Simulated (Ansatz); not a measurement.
**Cl3GaH2Se: one molecule under many settings**

Aim: run Cl3GaH2Se under a spread of inputs, and see what each costs and gives.

Method: the settings change from run to run; program: Ansatz 0.2.0, Gaussian basis.

## 1. The relaxed structure

The structure was relaxed beforehand with PBE0-D4 in a triple-zeta def2 set.

SMILES `[Cl][Ga-]([Cl])([Cl])[SeH2+]`, 7 atoms, charge 0, spin multiplicity 1.

Atoms are counted from 1 here; the program's logs count them from 0.

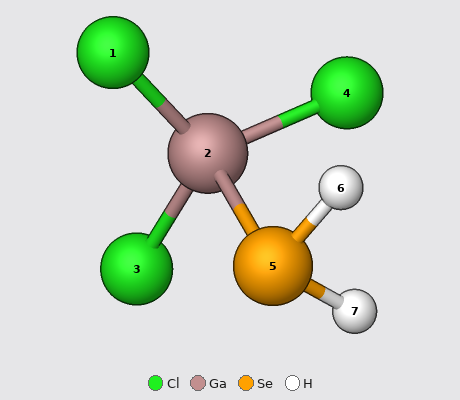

The geometry (chlorine green, gallium pink, selenium orange, hydrogen white); atoms are numbered from 1 in the order of the file.

## 2. RPA/def2-TZVPD

Options: charge -1, multiplicity 2.

The input, in.yaml:

```yaml
crystal:
  periodic: [false, false, false]
  atoms:
    - {symbol: Cl, position_ang: [-0.700857, -1.180944, 2.251106]}
    - {symbol: Ga, position_ang: [0.034071, -1.025228, 0.239915]}
    - {symbol: Cl, position_ang: [2.033860, -1.696850, -0.158985]}
    - {symbol: Cl, position_ang: [-1.402924, -1.255044, -1.341564]}
    - {symbol: Se, position_ang: [0.464099, 1.573153, 0.169881]}
    - {symbol: H, position_ang: [-0.965236, 1.906868, 0.087668]}
    - {symbol: H, position_ang: [0.598186, 1.610042, -1.293620]}
basis:
  gaussian: {orbitals: def2-TZVPD}
total_charge: -1
magnetization: {spin_polarized: true, initial_magnetization: 1}
hamiltonian: {xc: {name: HF}}
correlation: {method: rpa}
```

Started as:

```sh
$ ansatz run in.yaml --threads 4 --pin off --events-out ev --progress --plain --max-ram 11315MiB
```

Output:

```text
Functional definition: HF
  name "HF"
  cite "Fock, Z. Phys. 61, 126 (1930) doi:10.1007/BF01340294"
  parent pbe
  exchange = exact_x
  correlation = 0
1677 factors; integrals over basis functions are off by at most 1.1e-3 eV
mean field evaluation 1: about -155182.8731 eV, gradient 1.9e1 eV
mean field evaluation 2: about -155183.0282 eV, gradient 1.9e1 eV
mean field evaluation 4: about -155185.6904 eV, gradient 2.7e0 eV
mean field evaluation 8: about -155185.8280 eV, gradient 2.3e-1 eV
mean field evaluation 16: about -155185.8349 eV, gradient 1.2e-6 eV
mean field evaluation 32: about -155185.2508 eV, gradient 3.3e0 eV
mean field evaluation 64: about -155181.9625 eV, gradient 2.0e1 eV
mean field -155185.83488559 eV, -5702.9742433085 hartree, gradient 3.3e-6 eV, S^2 0.750761; 11 other end points of the search recorded, 0 dependent functions left out
33 core orbitals not correlated: weight in the atoms' cores, before any rotation towards them, 1.000 or more for the frozen orbitals, at most 0.000 for the correlated occupied ones
reference -155185.83488559 eV, -5702.9742433085 hartree; 27, 26 occupied and 207, 208 virtual orbitals, 1677 factors
Total energy: -155218.77948529 eV, -5704.1849350170 hartree
```

Wall time 49 s (4 threads of AMD EPYC 7R43, shared host); peak memory 1.4 GiB.

⟨S²⟩ 0.751.

## 3. r2SCANh/aug-pcseg-2

This run has finite nuclei, the search for lower states set to full.

in.yaml, as its differences from that of step 2:

```diff
@@ -11,6 +11,4 @@
 basis:
-  gaussian: {orbitals: def2-TZVPD}
-total_charge: -1
-magnetization: {spin_polarized: true, initial_magnetization: 1}
-hamiltonian: {xc: {name: HF}}
-correlation: {method: rpa}
+  gaussian: {orbitals: aug-pcseg-2, nuclear_model: gaussian}
+hamiltonian: {xc: {name: r2SCANh}}
+scf: {lower_state_search: full}
```

The command is unchanged.

Output, cut to the lines that bear on the results:

```text
Functional definition: r2SCANh
  name "r2SCANh"
  cite "Bursch, Neugebauer, Ehlert & Grimme, J. Chem. Phys. 156, 134105 (2022) doi:10.1063/5.0086040"
  cite "Furness, Kaplan, Ning, Perdew & Sun, J. Phys. Chem. Lett. 11, 8208 (2020) doi:10.1021/acs.jpclett.0c02405"
  cite "Furness, Kaplan, Ning, Perdew & Sun, J. Phys. Chem. Lett. 11, 9248 (2020) doi:10.1021/acs.jpclett.0c03077"
  parent r2scan
[...]
1969 factors; their error is unknown
[...]
mean field -155332.93552316 eV, -5708.3800920309 hartree, gradient 3.4e-5 eV, S^2 0.000000; 0 other end points of the search recorded, 0 dependent functions left out
reference -155332.93555085 eV, -5708.3800930483 hartree; 59, 59 occupied and 255, 255 virtual orbitals, 1969 factors
Total energy: -155332.93555085 eV, -5708.3800930483 hartree
```

It took 13 s on 4 threads of AMD EPYC 7R43, shared host; peak memory 1.4 GiB.

## 4. SPW92/aug-cc-pVDZ

Set apart from the defaults: charge -1, multiplicity 2, restricted open-shell orbitals, atoms shaken by 0.08 Å, the search for lower states set to off.

The input, in.yaml:

```yaml
crystal:
  periodic: [false, false, false]
  atoms:
    - {symbol: Cl, position_ang: [-0.581480, -1.252131, 2.282455]}
    - {symbol: Ga, position_ang: [0.127729, -0.971780, 0.238204]}
    - {symbol: Cl, position_ang: [2.161024, -1.758218, -0.150462]}
    - {symbol: Cl, position_ang: [-1.432538, -1.293094, -1.405745]}
    - {symbol: Se, position_ang: [0.442352, 1.579878, 0.047004]}
    - {symbol: H, position_ang: [-0.939492, 1.985459, 0.010772]}
    - {symbol: H, position_ang: [0.620298, 1.578408, -1.349448]}
basis:
  gaussian: {orbitals: aug-cc-pVDZ}
total_charge: -1
magnetization: {spin_polarized: false, initial_magnetization: 1}
hamiltonian: {xc: {name: SPW92}}
scf: {lower_state_search: off}
output: {forces: true}
```

Launched as before.

Output, cut to the lines that bear on the results:

```text
Functional definition: SPW92
  name "SPW92"
  cite "Dirac, Proc. Camb. Phil. Soc. 26, 376 (1930) doi:10.1017/S0305004100016108"
  cite "Slater, Phys. Rev. 81, 385 (1951) doi:10.1103/PhysRev.81.385"
  cite "Perdew & Wang, Phys. Rev. B 45, 13244 (1992) doi:10.1103/PhysRevB.45.13244"
[...]
1990 factors; their error is unknown
[...]
mean field -155035.35508197 eV, -5697.4442125242 hartree, gradient 2.4e-6 eV, S^2 0.750000; 0 other end points of the search recorded, 0 dependent functions left out
[...]
reference -155035.35512225 eV, -5697.4442140045 hartree; 60, 59 occupied and 111, 112 virtual orbitals, 1990 factors
Total energy: -155035.35512225 eV, -5697.4442140045 hartree
Atom 0 at    -0.581480    -1.252131     2.282455 Å, force    -0.337611    -0.136642     0.897117 eV/Å
Atom 1 at     0.127729    -0.971780     0.238204 Å, force    -0.312258    -0.220116    -0.763896 eV/Å
Atom 2 at     2.161024    -1.758218    -0.150462 Å, force     0.638115    -0.303878    -0.132375 eV/Å
Atom 3 at    -1.432538    -1.293094    -1.405745 Å, force    -0.008030    -0.052158     0.009616 eV/Å
Atom 4 at     0.442352     1.579878     0.047004 Å, force     1.400726     0.158194     2.253118 eV/Å
Atom 5 at    -0.939492     1.985459     0.010772 Å, force    -1.436276     0.525773    -0.238813 eV/Å
Atom 6 at     0.620298     1.578408    -1.349448 Å, force     0.055335     0.028827    -2.024767 eV/Å
Dipole moment:     0.136005     0.371574     0.072160 e Å
Checks for a lower state left out: stability, starts, cluster_reference, orbital_swaps, neighbouring_geometries, increment
```

Wall time 2.2 s (4 threads of AMD EPYC 7R43, shared host).

Largest force 2.658 eV/Å.

## 5. BHLYP/cc-pVTZ-DK

Options: charge -1, multiplicity 2, atoms shaken by 0.03 Å.

The input, in.yaml:

```yaml
crystal:
  periodic: [false, false, false]
  atoms:
    - {symbol: Cl, position_ang: [-0.718893, -1.131526, 2.198439]}
    - {symbol: Ga, position_ang: [0.014580, -1.033278, 0.229523]}
    - {symbol: Cl, position_ang: [2.049715, -1.703172, -0.150091]}
    - {symbol: Cl, position_ang: [-1.410992, -1.303461, -1.341059]}
    - {symbol: Se, position_ang: [0.421236, 1.600667, 0.187934]}
    - {symbol: H, position_ang: [-1.003709, 1.852334, 0.076088]}
    - {symbol: H, position_ang: [0.631783, 1.549550, -1.315287]}
basis:
  gaussian: {orbitals: cc-pVTZ-DK}
total_charge: -1
magnetization: {spin_polarized: true, initial_magnetization: 1}
hamiltonian: {xc: {name: BHLYP}}
output: {forces: true}
```

Same command.

Output, cut to the lines that bear on the results:

```text
Functional definition: BHLYP
  name "BHLYP"
  cite "Becke, J. Chem. Phys. 98, 1372 (1993) doi:10.1063/1.464304"
  cite "Becke, Phys. Rev. A 38, 3098 (1988) doi:10.1103/PhysRevA.38.3098"
  cite "Lee, Yang & Parr, Phys. Rev. B 37, 785 (1988) doi:10.1103/PhysRevB.37.785"
[...]
1320 factors; integrals over basis functions are off by at most 1.0e-3 eV
[...]
mean field -156736.91291845 eV, -5759.9753096577 hartree, gradient 3.8e-6 eV, S^2 0.758273; 4 other end points of the search recorded, 0 dependent functions left out
[...]
reference -156736.91311326 eV, -5759.9753168169 hartree; 60, 59 occupied and 156, 157 virtual orbitals, 1320 factors
Total energy: -156736.91311326 eV, -5759.9753168169 hartree
Relativity: scalar
Atom 0 at    -0.718893    -1.131526     2.198439 Å, force    -0.784837    -0.481144     2.026012 eV/Å
Atom 1 at     0.014580    -1.033278     0.229523 Å, force     0.929468     1.425186    -0.776917 eV/Å
Atom 2 at     2.049715    -1.703172    -0.150091 Å, force     1.231737    -0.857375    -0.170881 eV/Å
Atom 3 at    -1.410992    -1.303461    -1.341059 Å, force    -1.305276    -0.646552    -1.326860 eV/Å
Atom 4 at     0.421236     1.600667     0.187934 Å, force    -0.002494     0.783271     1.952259 eV/Å
Atom 5 at    -1.003709     1.852334     0.076088 Å, force    -0.032109     0.182949    -0.182461 eV/Å
Atom 6 at     0.631783     1.549550    -1.315287 Å, force    -0.036489    -0.406336    -1.521154 eV/Å
Dipole moment:    -0.119005     0.336393     0.121695 e Å
```

Wall time 46 s (4 threads of AMD EPYC 7R43, shared host); peak memory 1.3 GiB.

Largest force 2.225 eV/Å, ⟨S²⟩ 0.758.

## 6. r2SCAN/def2-mTZVPP

This run has coordinates scaled by 1.05, D3(BJ) with three-body dispersion, the search for lower states set to light.

The input, in.yaml:

```yaml
crystal:
  periodic: [false, false, false]
  atoms:
    - {symbol: Cl, position_ang: [-0.735899, -1.239991, 2.363661]}
    - {symbol: Ga, position_ang: [0.035775, -1.076489, 0.251911]}
    - {symbol: Cl, position_ang: [2.135553, -1.781692, -0.166935]}
    - {symbol: Cl, position_ang: [-1.473070, -1.317796, -1.408643]}
    - {symbol: Se, position_ang: [0.487304, 1.651811, 0.178375]}
    - {symbol: H, position_ang: [-1.013498, 2.002211, 0.092052]}
    - {symbol: H, position_ang: [0.628096, 1.690545, -1.358301]}
basis:
  gaussian: {orbitals: def2-mTZVPP}
hamiltonian: {xc: {name: r2SCAN}, dispersion: d3bjatm}
scf: {lower_state_search: light}
output: {forces: true}
```

Launched as before.

Output, cut to the lines that bear on the results:

```text
Functional definition: r2SCAN
  name "r2SCAN"
  cite "Furness, Kaplan, Ning, Perdew & Sun, J. Phys. Chem. Lett. 11, 8208 (2020) doi:10.1021/acs.jpclett.0c02405"
  cite "Furness, Kaplan, Ning, Perdew & Sun, J. Phys. Chem. Lett. 11, 9248 (2020) doi:10.1021/acs.jpclett.0c03077"
  parent r2scan
[...]
1647 factors; their error is unknown
[...]
mean field -155330.74857614 eV, -5708.2997232104 hartree, gradient 1.3e-5 eV, S^2 0.000000; 0 other end points of the search recorded, 0 dependent functions left out
[...]
reference -155330.74858727 eV, -5708.2997236193 hartree; 59, 59 occupied and 104, 104 virtual orbitals, 1647 factors
Total energy: -155330.82501819 eV, -5708.3025324038 hartree
Atom 0 at    -0.735899    -1.239991     2.363661 Å, force     0.459539     0.122149    -1.254755 eV/Å
Atom 1 at     0.035775    -1.076489     0.251911 Å, force    -0.022936    -0.177468     0.011617 eV/Å
Atom 2 at     2.135553    -1.781692    -0.166935 Å, force    -1.242296     0.442831     0.245226 eV/Å
Atom 3 at    -1.473070    -1.317796    -1.408643 Å, force     0.883723     0.168975     0.966749 eV/Å
Atom 4 at     0.487304     1.651811     0.178375 Å, force    -1.221492    -0.162704    -1.348014 eV/Å
Atom 5 at    -1.013498     2.002211     0.092052 Å, force     1.313596    -0.337827     0.033916 eV/Å
Atom 6 at     0.628096     1.690545    -1.358301 Å, force    -0.170133    -0.055957     1.345261 eV/Å
Dipole moment:     0.027851     1.111469    -0.206302 e Å
```

It took 3.9 s on 4 threads of AMD EPYC 7R43, shared host.

Largest force 1.826 eV/Å, dipole 5.43 D.

## 7. SPW92/STO-3G

Set apart from the defaults: multiplicity 3, a point charge of 2.00 e beside it.

The input, in.yaml:

```yaml
crystal:
  periodic: [false, false, false]
  atoms:
    - {symbol: Cl, position_ang: [-0.700857, -1.180944, 2.251106]}
    - {symbol: Ga, position_ang: [0.034071, -1.025228, 0.239915]}
    - {symbol: Cl, position_ang: [2.033860, -1.696850, -0.158985]}
    - {symbol: Cl, position_ang: [-1.402924, -1.255044, -1.341564]}
    - {symbol: Se, position_ang: [0.464099, 1.573153, 0.169881]}
    - {symbol: H, position_ang: [-0.965236, 1.906868, 0.087668]}
    - {symbol: H, position_ang: [0.598186, 1.610042, -1.293620]}
basis:
  gaussian: {orbitals: STO-3G, point_charges: [{charge: 2.00, position_ang: [5.516, -0.378, 0.024]}]}
magnetization: {spin_polarized: true, initial_magnetization: 2}
hamiltonian: {xc: {name: SPW92}}
output: {forces: true}
```

Same command.

Output, cut to the lines that bear on the results:

```text
Functional definition: SPW92
  name "SPW92"
  cite "Dirac, Proc. Camb. Phil. Soc. 26, 376 (1930) doi:10.1017/S0305004100016108"
  cite "Slater, Phys. Rev. 81, 385 (1951) doi:10.1103/PhysRev.81.385"
  cite "Perdew & Wang, Phys. Rev. B 45, 13244 (1992) doi:10.1103/PhysRevB.45.13244"
[...]
687 factors; integrals over basis functions are off by at most 3.1e-5 eV
[...]
mean field -153267.76100798 eV, -5632.4863284235 hartree, gradient 2.8e-6 eV, S^2 2.000539; 10 other end points of the search recorded, 0 dependent functions left out
[...]
reference -153267.76103073 eV, -5632.4863292596 hartree; 60, 58 occupied and 5, 7 virtual orbitals, 687 factors
Total energy: -153267.76103073 eV, -5632.4863292596 hartree
Atom 0 at    -0.700857    -1.180944     2.251106 Å, force    -0.287093    -0.313328     1.040982 eV/Å
Atom 1 at     0.034071    -1.025228     0.239915 Å, force    -1.307462    -0.243716     0.159707 eV/Å
Atom 2 at     2.033860    -1.696850    -0.158985 Å, force     2.680440    -0.656521    -0.319293 eV/Å
Atom 3 at    -1.402924    -1.255044    -1.341564 Å, force    -0.815633    -0.386559    -0.922526 eV/Å
Atom 4 at     0.464099     1.573153     0.169881 Å, force     0.431608     2.089321     0.147958 eV/Å
Atom 5 at    -0.965236     1.906868     0.087668 Å, force    -0.213638    -0.024277     0.096321 eV/Å
Atom 6 at     0.598186     1.610042    -1.293620 Å, force    -0.084294    -0.121293    -0.220878 eV/Å
Dipole moment:    -0.697286     1.187447    -0.236890 e Å
```

Run time: 3.4 s. Hardware: 4 threads of AMD EPYC 7R43, shared host.

Largest force 2.778 eV/Å, dipole 6.71 D, ⟨S²⟩ 2.001.

## 8. RPA/aug-cc-pVDZ

This run has unrestricted orbitals.

in.yaml, as its differences from that of step 7:

```diff
@@ -11,5 +11,5 @@
 basis:
-  gaussian: {orbitals: STO-3G, point_charges: [{charge: 2.00, position_ang: [5.516, -0.378, 0.024]}]}
-magnetization: {spin_polarized: true, initial_magnetization: 2}
-hamiltonian: {xc: {name: SPW92}}
-output: {forces: true}
+  gaussian: {orbitals: aug-cc-pVDZ}
+magnetization: {spin_polarized: true, initial_magnetization: 0}
+hamiltonian: {xc: {name: HF}}
+correlation: {method: rpa}
```

Same command.

Output:

```text
Functional definition: HF
  name "HF"
  cite "Fock, Z. Phys. 61, 126 (1930) doi:10.1007/BF01340294"
  parent pbe
  exchange = exact_x
  correlation = 0
1782 factors; integrals over basis functions are off by at most 1.0e-3 eV
mean field evaluation 1: about -155182.0960 eV, gradient 1.6e1 eV
mean field evaluation 2: about -155182.1055 eV, gradient 1.6e1 eV
mean field evaluation 4: about -155184.0165 eV, gradient 1.6e0 eV
mean field evaluation 8: about -155184.0460 eV, gradient 1.7e-4 eV
mean field -155184.04602797 eV, -5702.9085040036 hartree, gradient 1.6e-6 eV, S^2 0.000000; 0 other end points of the search recorded, 0 dependent functions left out
33 core orbitals not correlated: weight in the atoms' cores, before any rotation towards them, 1.000 or more for the frozen orbitals, at most 0.000 for the correlated occupied ones
reference -155184.04602797 eV, -5702.9085040036 hartree; 26, 26 occupied and 112, 112 virtual orbitals, 1782 factors
Total energy: -155204.83446331 eV, -5703.6724649115 hartree
```

Run time: 7 s. Hardware: 4 threads of AMD EPYC 7R43, shared host; peak memory 0.96 GiB.

⟨S²⟩ 0.000.

## 9. B97M-V/def2-SVP

Options: multiplicity 3, atoms shaken by 0.03 Å.

The input, in.yaml:

```yaml
crystal:
  periodic: [false, false, false]
  atoms:
    - {symbol: Cl, position_ang: [-0.712156, -1.207241, 2.288766]}
    - {symbol: Ga, position_ang: [0.054288, -1.004550, 0.240197]}
    - {symbol: Cl, position_ang: [2.039150, -1.662181, -0.129312]}
    - {symbol: Cl, position_ang: [-1.397741, -1.251674, -1.337099]}
    - {symbol: Se, position_ang: [0.444089, 1.596921, 0.161289]}
    - {symbol: H, position_ang: [-0.935240, 1.875782, 0.067017]}
    - {symbol: H, position_ang: [0.586429, 1.633009, -1.279295]}
basis:
  gaussian: {orbitals: def2-SVP}
magnetization: {spin_polarized: true, initial_magnetization: 2}
hamiltonian: {xc: {name: B97M-V}}
```

Launched as before.

Output, cut to the lines that bear on the results:

```text
Functional definition: B97M-V
  name "B97M-V"
  cite "Mardirossian & Head-Gordon, J. Chem. Phys. 142, 074111 (2015) doi:10.1063/1.4907719"
  cite "Becke, J. Chem. Phys. 107, 8554 (1997) doi:10.1063/1.475007"
  cite "Vydrov & Van Voorhis, J. Chem. Phys. 133, 244103 (2010) doi:10.1063/1.3521275"
  # Of w^i u^j: cxij and so on, Table III.
[...]
  gx(w, u) = cx00 + cx01*u + cx02*u^2 + (cx10 + cx11*u)*w
  gss(w, u) = css00 + css02*u^2 + css10*w + (css32*w^3 + css42*w^4)*u^2
  gos(w, u) = cos00 + cos01*u + cos03*u^3 + cos10*w + cos32*w^3*u^2
[...]
      + integral(e_c_pw_mod_opposite_spin*gos(b97_w_opposite, b97_u_opposite)) + vv10(b, c)
1402 factors; their error is unknown
[...]
mean field -155269.60573548 eV, -5706.0527652602 hartree, gradient 3.9e-6 eV, S^2 2.003484; 10 other end points of the search recorded, 0 dependent functions left out
reference -155269.60579097 eV, -5706.0527672993 hartree; 60, 58 occupied and 68, 70 virtual orbitals, 1402 factors
Total energy: -155269.60579097 eV, -5706.0527672993 hartree
```

Run time: 35 s. Hardware: 4 threads of AMD EPYC 7R43, shared host; peak memory 0.59 GiB.

⟨S²⟩ 2.003.

## 10. wPBEh/def2-mTZVPP

Options: unrestricted orbitals.

The input, in.yaml:

```yaml
crystal:
  periodic: [false, false, false]
  atoms:
    - {symbol: Cl, position_ang: [-0.700857, -1.180944, 2.251106]}
    - {symbol: Ga, position_ang: [0.034071, -1.025228, 0.239915]}
    - {symbol: Cl, position_ang: [2.033860, -1.696850, -0.158985]}
    - {symbol: Cl, position_ang: [-1.402924, -1.255044, -1.341564]}
    - {symbol: Se, position_ang: [0.464099, 1.573153, 0.169881]}
    - {symbol: H, position_ang: [-0.965236, 1.906868, 0.087668]}
    - {symbol: H, position_ang: [0.598186, 1.610042, -1.293620]}
basis:
  gaussian: {orbitals: def2-mTZVPP}
magnetization: {spin_polarized: true, initial_magnetization: 0}
hamiltonian: {xc: {name: wPBEh}}
output: {forces: true}
```

The command is unchanged.

Output, cut to the lines that bear on the results:

```text
Functional definition: wPBEh
  name "wPBEh"
  cite "Heyd, Scuseria & Ernzerhof, J. Chem. Phys. 118, 8207 (2003) doi:10.1063/1.1564060"
  cite "Krukau, Vydrov, Izmaylov & Scuseria, J. Chem. Phys. 125, 224106 (2006) doi:10.1063/1.2404663"
  cite "Heyd & Scuseria, J. Chem. Phys. 120, 7274 (2004) doi:10.1063/1.1668634"
  cite "Ernzerhof & Perdew, J. Chem. Phys. 109, 3313 (1998) doi:10.1063/1.476928"
  cite "Perdew, Burke & Ernzerhof, Phys. Rev. Lett. 77, 3865 (1996) doi:10.1103/PhysRevLett.77.3865"
  parent pbe
[...]
1480 factors; integrals over basis functions are off by at most 1.3e-3 eV
87 factors; integrals over basis functions are off by at most 3.2e-7 eV
[...]
mean field -155308.15122103 eV, -5707.4692857271 hartree, gradient 2.6e-5 eV, S^2 0.000000; 0 other end points of the search recorded, 0 dependent functions left out
[...]
reference -155308.15126250 eV, -5707.4692872509 hartree; 59, 59 occupied and 104, 104 virtual orbitals, 1480 factors
Total energy: -155308.15126250 eV, -5707.4692872509 hartree
Atom 0 at    -0.700857    -1.180944     2.251106 Å, force    -0.062444    -0.025426     0.162015 eV/Å
Atom 1 at     0.034071    -1.025228     0.239915 Å, force     0.027111     0.084967     0.012464 eV/Å
Atom 2 at     2.033860    -1.696850    -0.158985 Å, force     0.158977    -0.067712    -0.032960 eV/Å
Atom 3 at    -1.402924    -1.255044    -1.341564 Å, force    -0.121434    -0.028712    -0.131497 eV/Å
Atom 4 at     0.464099     1.573153     0.169881 Å, force    -0.029159     0.020748    -0.037493 eV/Å
Atom 5 at    -0.965236     1.906868     0.087668 Å, force     0.020202     0.006686     0.007476 eV/Å
Atom 6 at     0.598186     1.610042    -1.293620 Å, force     0.006747     0.009448     0.019994 eV/Å
Dipole moment:     0.022626     1.047285    -0.198479 e Å
```

Wall time 6 s (4 threads of AMD EPYC 7R43, shared host); peak memory 0.89 GiB.

Largest force 0.181 eV/Å, dipole 5.12 D, ⟨S²⟩ 0.000.

## 11. The runs in one table

```tsv
level	charge	multiplicity	geometry	functions	energy (eV)	time
RPA/def2-TZVPD	-1	2	relaxed	267	-155218.779	49 s
r2SCANh/aug-pcseg-2	0	1	relaxed	314	-155332.936	13 s
SPW92/aug-cc-pVDZ	-1	2	shaken	171	-155035.355	2.2 s
BHLYP/cc-pVTZ-DK	-1	2	shaken	216	-156736.913	46 s
r2SCAN/def2-mTZVPP	0	1	scaled	163	-155330.825	3.9 s
SPW92/STO-3G	0	3	relaxed, point charge	65	-153267.761	3.4 s
RPA/aug-cc-pVDZ	0	1	relaxed	171	-155204.834	7 s
B97M-V/def2-SVP	0	3	shaken	128	-155269.606	35 s
wPBEh/def2-mTZVPP	0	1	relaxed	163	-155308.151	6 s
```

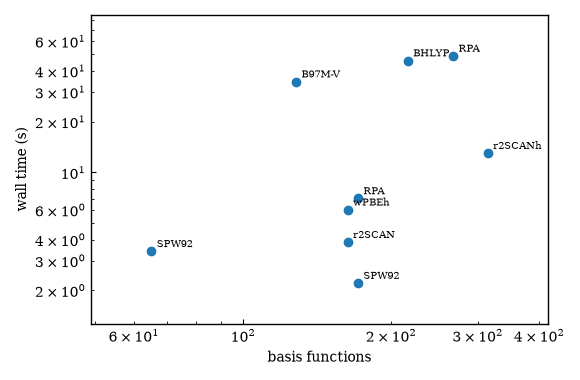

Wall time against the number of basis functions (shared host).

## 12. Results

```
                                         quantity                     value
                                             runs                         9
                                         quickest  SPW92/aug-cc-pVDZ, 2.2 s
                                          slowest      RPA/def2-TZVPD, 49 s
spread of total energies, same state and geometry                  128.1 eV
```

**Reading.** RPA/def2-TZVPD took 22 times as long as SPW92/aug-cc-pVDZ. The jobs differ in tasks and options as well as level. The totals spread over 128 eV; they can't be compared across methods or bases. At the PBE0-D4/def2-TZVP geometry and in the same state, the sound runs without point charges leave forces up to 0.18 eV/Å (wPBEh/def2-mTZVPP), against 1.8 eV/Å where the atoms were moved.
